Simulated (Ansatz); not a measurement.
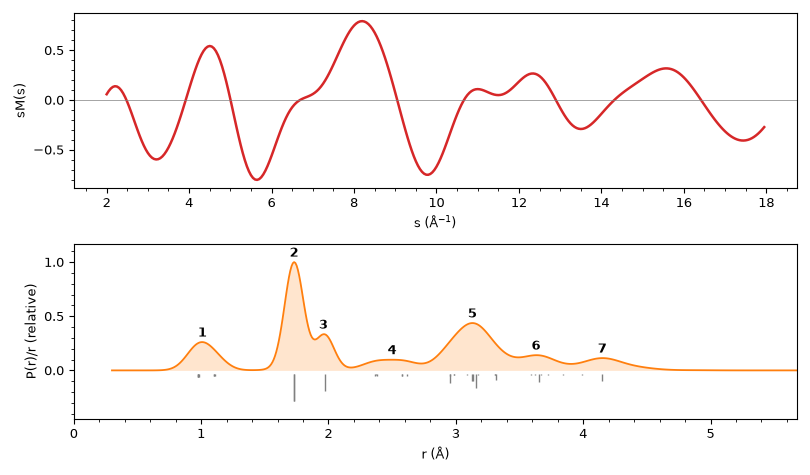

Simulated gas electron diffraction: reduced molecular intensity sM(s) from the Debye equation in the first Born approximation (top) and the radial distribution curve (bottom) of CH₇AlO₃. Each pair of atoms contributes with weight ZᵢZⱼ/r (bars below the curve); damping constant 0.0015 Å²; vibrational amplitudes assumed, not computed: 0.05 Å for bonds, 0.078 Å for bonds to H, 0.06 + 0.015 r up to 0.15 Å for other pairs. The geometry is the end point of an optimisation (UKS BLYP-D4/6-31G* (Ansatz 0.2.0)); it may be a saddle point or a higher isomer.

Question: Assign the numbered peaks of the radial distribution curve (– bonded, ··· not bonded).

Answer: Peak 1, 1.01 Å: O–H 0.98 Å (×4), C–H 1.10–1.11 Å (×3), not resolved
Peak 2, 1.73 Å: Al–O 1.73 Å (×2)
Peak 3, 1.96 Å: Al–C 1.97 Å
Peak 4, 2.50 Å: Al···H 2.37–2.62 Å (×5), C···H 2.38 Å, not resolved
Peak 5, 3.13 Å: O···O 2.96 Å, O···H 2.99–3.31 Å (×5), O···C 3.13–3.31 Å (×3), Al···O 3.16 Å, not resolved
Peak 6, 3.63 Å: O···H 3.59–3.84 Å (×5), O···O 3.65 Å, not resolved
Peak 7, 4.15 Å: O···H 3.99–4.38 Å (×6), O···O 4.15 Å, not resolved
